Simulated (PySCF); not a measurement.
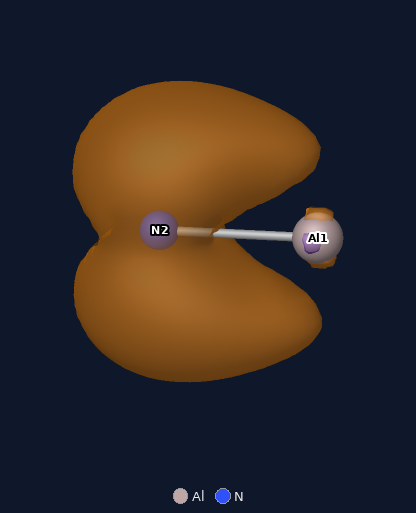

Figure. AlN (charge −1, doublet). Isosurfaces of the spin density (α minus β) at +0.015 (orange) and −0.015 e/Å³ (purple), seen from one side.

The calculation used PySCF, PBE0/aug-cc-pVDZ(-PP), non-relativistic Hamiltonian with scalar-relativistic core potentials where named, at a bond length of 1.792 Å.

```xyz
2

Al    0.0000    0.0000   -0.6123
N     0.0000    0.0000    1.1797
```

Which atoms carry the spin?

Answer. The unpaired spin (1 electron) lies mostly on N2 (about 0.9) and Al1 (about 0.1), in electrons by Hirshfeld's partition.
